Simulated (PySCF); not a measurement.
Coordinates of C₅H₃ClFN (2-chloro-3-fluoropyridine), SMILES Fc1cccnc1Cl (Å):

```xyz
11

F      1.3657     1.8741     1.0304
C      0.6832     0.8577     0.5179
C     -0.3458     1.0923    -0.3662
C     -1.0326     0.0011    -0.8763
C     -0.6499    -1.2660    -0.4719
N      0.3456    -1.4834     0.3822
C      0.9969    -0.4539     0.8655
Cl     2.2859    -0.7419     1.9687
H     -0.5913     2.1115    -0.6387
H     -1.8488     0.1353    -1.5748
H     -1.1592    -2.1484    -0.8449
```

GIAO shifts, PBE0/pcSseg-2 in PySCF, at a PBE0-D3(BJ)/def2-TZVP geometry (no frequency check), against TMS for ¹H, TMS for ¹³C and CFCl₃ for ¹⁹F computed at the same level (¹⁹F: this reference is a hard case for the method, so all values can be off together by tens of ppm, and differences between signals are safer). Gas phase, fully decoupled, line heights follow the number of nuclei, widths are arbitrary (no quadrupolar broadening); values of one conformer, averaged over methyl-type rotors and exact or near symmetry.

> How many ¹H lines appear, and where?

3 signals.


| δ (ppm) | nuclei | atoms |
| --- | --- | --- |
| 8.48 | 1 | H11 |
| 7.56 | 1 | H9 |
| 7.35 | 1 | H10 |

> Which ¹³C signals does it give?

5 signals.


| δ (ppm) | nuclei | atoms |
| --- | --- | --- |
| 167.7 | 1 | C2 |
| 155.4 | 1 | C7 |
| 154.1 | 1 | C5 |
| 132.3 | 1 | C3 |
| 131.1 | 1 | C4 |

The order of signals that lie close, as those under 2 ppm apart, is within the error of the method.

> Predict the ¹⁹F spectrum.

1 signal.


```tsv
δ (ppm)	nuclei	atoms
−121.1	1	F1
```

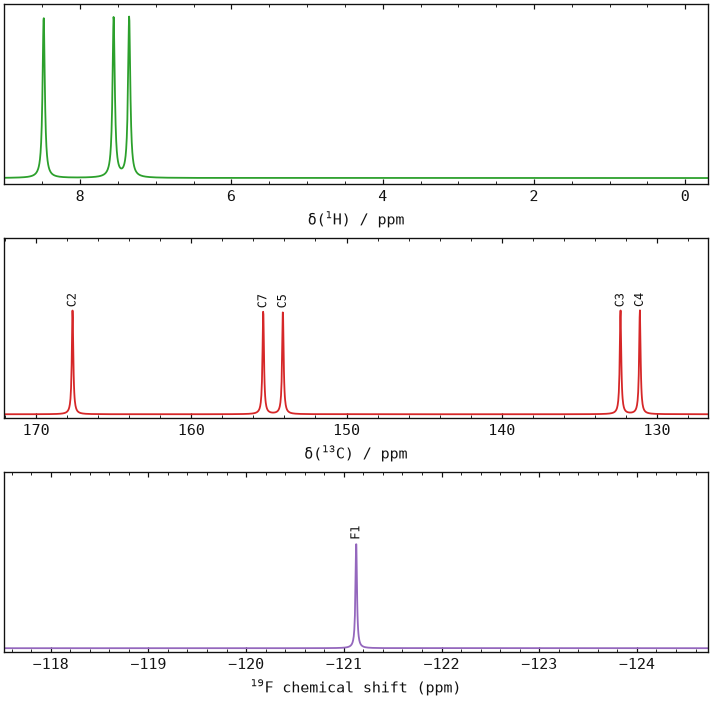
